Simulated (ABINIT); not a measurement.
# CdTe (F-43m): G0W0 with ABINIT, start to end

Aim: the G0W0 gap of CdTe (F-43m) on PBE, step by step.

Calculated with ABINIT 10.8.3; PBE and many-body steps on it, plane waves.

**What was measured.**

- Gap 1.32 ± 0.02 eV: direct optical gap from Tauc analysis, 2.5 h deposition; UV-vis diffuse reflectance; film (electrodeposited 2.5 h on FTO, nearly stoichiometric) (“Electrodeposition of CdTe Thin Films for Solar Energy Water Splitting”, 2020, pmc:7177234).

- Gap 1.592 eV: near-band-edge L1 bound-exciton energy extrapolated to 0 K (Varshni), slightly below the true gap; temperature-dependent photoluminescence; 0 K; bulk crystal (vertical Bridgman single crystal) (“Photoluminescence characteristics of Cd1-xMnxTe single crystals grown by the vertical Bridgman method”, 2012, pmc:3275455).

- Gap 1.48 ± 0.02 eV: direct optical gap from Tauc analysis, 1.5 h deposition; UV-vis diffuse reflectance; film (electrodeposited 1.5 h on FTO, Te-rich) (“Electrodeposition of CdTe Thin Films for Solar Energy Water Splitting”, 2020, pmc:7177234).

### 1. Set-up

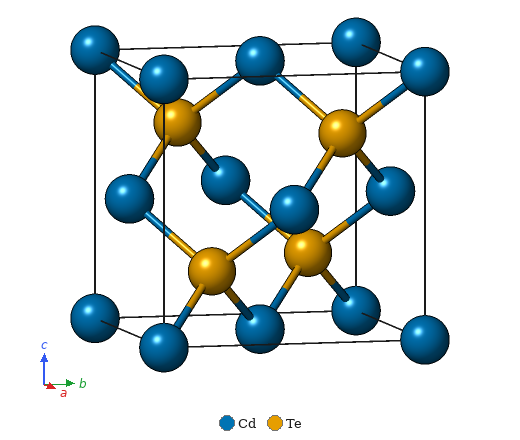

The starting structure, seen slightly off an axis (cadmium blue, tellurium orange). This picture shows the conventional cell, with its axes. Bonds to atoms that aren't drawn are left out. Some periodic images of atoms are drawn too.

As a file:

```cif
data_structure
_symmetry_space_group_name_H-M 'P 1'
_symmetry_Int_Tables_number 1
_cell_length_a 4.5821
_cell_length_b 4.5821
_cell_length_c 4.5821
_cell_angle_alpha 60.000
_cell_angle_beta 60.000
_cell_angle_gamma 60.000
_cell_volume 68.02
loop_
_atom_site_label
_atom_site_type_symbol
_atom_site_fract_x
_atom_site_fract_y
_atom_site_fract_z
_atom_site_occupancy
Cd1 Cd 0.00000 0.00000 0.00000 1
Te2 Te 0.25000 0.25000 0.25000 1
```

The cell and positions come from the Crystallography Open Database and are kept as given unless a step says otherwise. Spin-orbit coupling is left out unless a step names it.

### 2. Ground state

This step: ABINIT 10.8.3; DFT, PBE, plane waves, norm-conserving pseudopotentials.

The ground-state density comes first.

run.abi

```
acell 3*1.0 Angstrom
rprim 
  0.000000000000 3.240000000000 3.240000000000
  3.240000000000 0.000000000000 3.240000000000
  3.240000000000 3.240000000000 0.000000000000
ntypat 2
znucl 48 52
natom 2
typat 1 2
xred 
  0.000000000000 0.000000000000 0.000000000000
  0.250000000000 0.250000000000 0.250000000000
pp_dirpath "pseudos"
pseudos "Cd.upf, Te.upf"
ecut 47
ngkpt 6 6 6
nshiftk 1
shiftk 0 0 0
kptopt 1
chksymbreak 0
nband 27
occopt 1
tolvrs 1e-10
nstep 60
prtwf 0
optforces 0
optstress 0
indata_prefix "in"
outdata_prefix "out"
tmpdata_prefix "tmp"
```

Started as:

```console
OMP_NUM_THREADS=1 mpirun -n 4 abinit run.abi > log
```

Numbers of over 12 decimals in the logs are rounded to 6 here.

Output:

```text
.Version 10.8.3 of ABINIT. v10.8.2 released Aug 2026.

 Symmetries : space group F-4 3 m (#216); Bravais cF (face-center cubic)
================================================================================
 Values of the parameters that define the memory need of the present run
     intxc =       0    ionmov =       0      iscf =       7    lmnmax =       8
     lnmax =       8     mgfft =      54  mpssoang =       4    mqgrid =    3001
     natom =       2  nloc_mem =       1    nspden =       1   nspinor =       1
    nsppol =       1      nsym =      24    n1xccc =    2501    ntypat =       2
    occopt =       1   xclevel =       2
-    mband =          27        mffmem =           1         mkmem =           4
       mpw =        7099          nfft =      157464          nkpt =          16
================================================================================
  Rough estimation (10% accuracy) of disk space for files :
================================================================================

--------------------------------------------------------------------------------
------------- Echo of variables that govern the present computation ------------
--------------------------------------------------------------------------------
 -outvars: echo values of preprocessed input variables --------
            acell      1.8897261259E+00  1.8897261259E+00  1.8897261259E+00 Bohr

      chksymbreak           0
             ecut      4.70000000E+01 Hartree
-          fftalg         312

              ixc     -101130
              kpt      0.00000000E+00  0.00000000E+00  0.00000000E+00
                       1.66666667E-01  0.00000000E+00  0.00000000E+00
                       3.33333333E-01  0.00000000E+00  0.00000000E+00
                       5.00000000E-01  0.00000000E+00  0.00000000E+00
                       1.66666667E-01  1.66666667E-01  0.00000000E+00
                       3.33333333E-01  1.66666667E-01  0.00000000E+00
                       5.00000000E-01  1.66666667E-01  0.00000000E+00
                      -3.33333333E-01  1.66666667E-01  0.00000000E+00
                      -1.66666667E-01  1.66666667E-01  0.00000000E+00
   [... 5 further rows ...]
                      -3.33333333E-01  3.33333333E-01  1.66666667E-01
                      -3.33333333E-01  5.00000000E-01  1.66666667E-01
         kptrlatt        6    0    0      0    6    0      0    0    6
          kptrlen      5.19529396E+01
P           mkmem           4
            natom           2
            nband          27
            ngfft          54      54      54
             nkpt          16
            nstep          60
             nsym          24
           ntypat           2
              occ      2.000000  2.000000  2.000000  2.000000  2.000000  2.000000
                       2.000000  2.000000  2.000000  2.000000  2.000000  2.000000
                       2.000000  2.000000  2.000000  2.000000  2.000000  2.000000
                       2.000000  2.000000  2.000000  2.000000  0.000000  0.000000
[...]
optforces           0
        optstress           0
            prtwf           0
            rprim      0.0000000000E+00  3.2400000000E+00  3.2400000000E+00
[...]
spgroup         216

           tolvrs      1.00000000E-10

             xred      0.0000000000E+00  0.0000000000E+00  0.0000000000E+00
[...]
znucl       48.00000   52.00000

================================================================================

 chkinp: Checking input parameters for consistency.

================================================================================
== DATASET  1 ==================================================================
-   mpi_nproc: 4, omp_nthreads: 1 (-1 if OMP is not activated)

--- !DatasetInfo
iteration_state: {dtset: 1, }
dimensions: {natom: 2, nkpt: 16, mband: 27, nsppol: 1, nspinor: 1, nspden: 1, mpw: 7099, }
cutoff_energies: {ecut:  47.0, pawecutdg:  -1.0, }
electrons: {nelect:   4.40000000E+01, charge:   0.00000000E+00, occopt:   1.00000000E+00, tsmear:   1.00000000E-02, }

 Real(R)+Recip(G) space primitive vectors, cartesian coordinates (Bohr,Bohr^-1):
 R(1)=  0.0000000  6.1227126  6.1227126  G(1)= -0.0816631  0.0816631  0.0816631
 R(2)=  6.1227126  0.0000000  6.1227126  G(2)=  0.0816631 -0.0816631  0.0816631
 R(3)=  6.1227126  6.1227126  0.0000000  G(3)=  0.0816631  0.0816631 -0.0816631
 Unit cell volume ucvol=  4.5905173E+02 bohr^3
 Angles (23,13,12)=  6.00000000E+01  6.00000000E+01  6.00000000E+01 degrees

 getcut: wavevector=  0.0000  0.0000  0.0000  ngfft=  54  54  54
         ecut(hartree)=     47.000   => boxcut(ratio)=   2.02148

--- Pseudopotential description ------------------------------------------------
- Cd Generated using ONCVPSP code by D. R. Hamann
- 48.00000  20.00000  171031                  znucl, zion, pspdat
12 -101130 2 -1 1368                          pspcod,pspxc,lmax,lloc,mmax
     nproj     2     2     2     0
  pspatm : epsatm=   19.67729986
         --- l  ekb(1:nproj) -->
[...]
pspatm: atomic psp has been read  and splines computed

- Te Generated using ONCVPSP code by D. R. Hamann
- 52.00000  24.00000  220131                  znucl, zion, pspdat
12 -101130 3 -1 1294                          pspcod,pspxc,lmax,lloc,mmax
     nproj     2     2     2     2
  pspatm : epsatm=   28.89495404
         --- l  ekb(1:nproj) -->
[...]
pspatm: atomic psp has been read  and splines computed

   2.13717917E+03                                ecore*ucvol(ha*bohr**3)
--------------------------------------------------------------------------------

_setup2: Arith. and geom. avg. npw (full set) are    7068.301    7068.284

================================================================================

--- !BeginCycle
iteration_state: {dtset: 1, }
solver: {iscf: 7, nstep: 60, nline: 4, wfoptalg: 0, }
tolerances: {tolvrs: 1.00E-10, }

     iter   Etot(hartree)      deltaE(h)  residm     vres2
 ETOT  1  -455.01451075098    -4.550E+02 5.250E-01 3.250E+02
 ETOT  2  -455.67603146776    -6.615E-01 1.543E-02 1.512E+02
 ETOT  3  -455.69372177424    -1.769E-02 7.941E-04 3.237E+00
 ETOT  4  -455.69383783588    -1.161E-04 1.955E-04 1.309E+00
 ETOT  5  -455.69391768050    -7.984E-05 9.521E-05 1.957E-01
 ETOT  6  -455.69394047356    -2.279E-05 6.636E-05 1.669E-02
 ETOT  7  -455.69394135313    -8.796E-07 4.673E-05 7.624E-04
 ETOT  8  -455.69394139116    -3.803E-08 3.583E-05 2.327E-05
 ETOT  9  -455.69394139298    -1.820E-09 2.608E-05 1.724E-06
 ETOT 10  -455.69394139315    -1.739E-10 2.059E-05 8.402E-08
 ETOT 11  -455.69394139315     6.082E-12 1.461E-05 2.478E-09
 ETOT 12  -455.69394139313     1.506E-11 1.183E-05 2.398E-11

 At SCF step   12       vres2   =  2.40E-11 < tolvrs=  1.00E-10 =>converged.

--- !ResultsGS
iteration_state: {dtset: 1, }
comment   : Summary of ground state results
lattice_vectors:
- [  0.0000000,   6.1227126,   6.1227126, ]
- [  6.1227126,   0.0000000,   6.1227126, ]
- [  6.1227126,   6.1227126,   0.0000000, ]
lattice_lengths: [   8.65882,    8.65882,    8.65882, ]
lattice_angles: [ 60.000,  60.000,  60.000, ] # degrees, (23, 13, 12)
lattice_volume:   4.5905173E+02
convergence: {deltae:  1.506E-11, res2:  2.398E-11, residm:  1.183E-05, diffor:  0.000E+00, }
etotal    :  -4.55693941E+02
entropy   :   0.00000000E+00
fermie    :   1.98221920E-01
cartesian_stress_tensor: null
pressure_GPa: null
xred      :
- [  0.0000E+00,   0.0000E+00,   0.0000E+00, Cd]
- [  2.5000E-01,   2.5000E-01,   2.5000E-01, Te]
cartesian_forces: null
force_length_stats: {min: null, max: null, mean: null, }

 Integrated electronic density in atomic spheres:
 ------------------------------------------------
 Atom  Sphere_radius  Integrated_density
    1        2.00000         17.16315695
    2        2.00000         19.94816551
================================================================================

 ----iterations are completed or convergence reached----

 Mean square residual over all n,k,spin=   27.379E-09; max=  11.825E-06
 reduced coordinates (array xred) for    2 atoms
       0.000000000000      0.000000000000      0.000000000000
       0.250000000000      0.250000000000      0.250000000000
 rms dE/dt=  0.0000E+00; max dE/dt=  0.0000E+00; dE/dt below (all hartree)
    1       0.000000000000      0.000000000000      0.000000000000
    2       0.000000000000      0.000000000000      0.000000000000

 cartesian coordinates (angstrom) at end:
    1      0.000000     0.000000     0.000000
    2      1.620000     1.620000     1.620000
 length scales=  1.889726125908  1.889726125908  1.889726125908 bohr
              =  1.000000000000  1.000000000000  1.000000000000 angstroms
 prteigrs : about to open file out_EIG
 Fermi (or HOMO) energy (hartree) =   0.19822   Average Vxc (hartree)=  -0.33179
 Eigenvalues (hartree) for nkpt=  16  k points:
 kpt#   1, nband= 27, wtk=  0.00463, kpt=  0.0000  0.0000  0.0000 (reduced coord)
  -5.63480   -3.79831   -3.79831   -3.79831   -3.55711   -2.12531   -2.12531   -2.12531
  -1.12571   -1.12571   -1.12571   -1.12542   -1.12542   -0.21246   -0.10626   -0.10626
  -0.10626   -0.09670   -0.09670    0.19822    0.19822    0.19822    0.22653    0.36807
   0.36807    0.36807    0.47246
 prteigrs : prtvol=0 or 1, do not print more k-points.

--- !EnergyTerms
iteration_state     : {dtset: 1, }
comment             : Components of total free energy in Hartree
kinetic             :  1.56465594521762E+02
hartree             :  1.70310574388539E+02
xc                  : -6.03547126857411E+01
Ewald energy        : -2.14148704060345E+02
psp_core            :  4.65563907701293E+00
local_psp           : -5.08624947885489E+02
non_local_psp       : -3.99738474886976E+00
total_energy        : -4.55693941393132E+02
total_energy_eV     : -1.24000638492019E+04
band_energy         : -6.58421566859635E+01

== END DATASET(S) ==============================================================
================================================================================

 -outvars: echo values of variables after computation  --------
           etotal     -4.5569394139E+02
            nband          27
             nkpt          16
          spgroup         216
 [... the other variables as echoed above ...]

 Calculation completed.
```

Elapsed: 44 s, on 4 MPI ranks of Arm Neoverse V1, shared host; peak memory 0.42 GiB; 2.9 min of CPU time.

Numbers from this step:

- total energy: -12400.0638 eV
- gap: 0.7704 eV
- k of the valence top: 0, 0, 0
- k of the conduction bottom: 0, 0, 0
- least direct gap: 0.7704 eV

The gap is direct, at Γ.

(Continued in part 2 of 3.)

[Paths, hosts, dates, memory and timing lines, banners, echoed tables and standing remarks are left out of the program output.]

[Logs are printed without paths, hosts, clocks, repeated set-up lines and the standing remarks that a program may print on its own settings, such as how far it seeks lower states.]

[Runs of the session that timed out or met a known fault of the program may be left out.]

[Hosts, paths, dates, database ids (printed as entryN), source tags and the programs' standing remarks are cut or masked in the printed files.]

[G0W0 gaps are taken among the corrected bands and points alone; a level outside them can change the order at an edge.]

[Where Ansatz stands beside ABINIT at settings called matched, ABINIT's density can come from a denser mesh and the files from another edition; pairs whose starting gaps differed by over 0.03 eV were left out, so agreement reads better than it is.]
